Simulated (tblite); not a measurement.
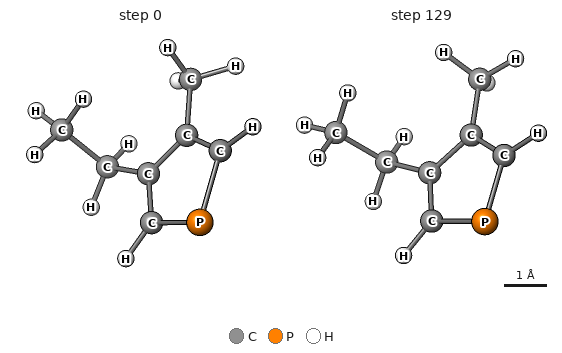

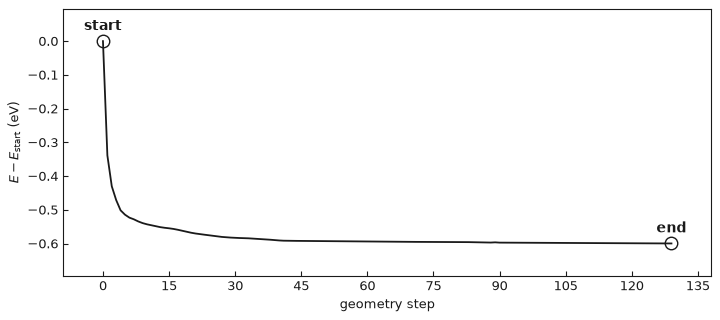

First and last geometry of a relaxation of C7H10P (charge −1), with the history of the run. Style: ball-and-stick. Shown at a tilt.

Theory: GFN2-xTB geometry optimisation, gas phase in tblite. 

Question: Read the history and describe the run.

Answer: It converged. The largest move after the best rigid fit is that of an H atom, 0.67 Å. Largest moves by element: H 0.67 Å, C 0.20 Å, P 0.10 Å. Some distances before and after: C–P 1.865 → 1.744 Å, C–P 1.664 → 1.742 Å, C–H 1.135 → 1.091 Å, C–C 1.369 → 1.408 Å. Bond angles that change, for instance: C–C–C 104.3° → 111.7°, H–C–H 114.5° → 107.7°, P–C–C 107.1° → 113.4°. Groups turn about C–C by about 30°. Over 129 geometry steps the energy falls by 0.600 eV. Cost: 0.85 s on 1 thread of Arm Neoverse V1, with other jobs on the host.
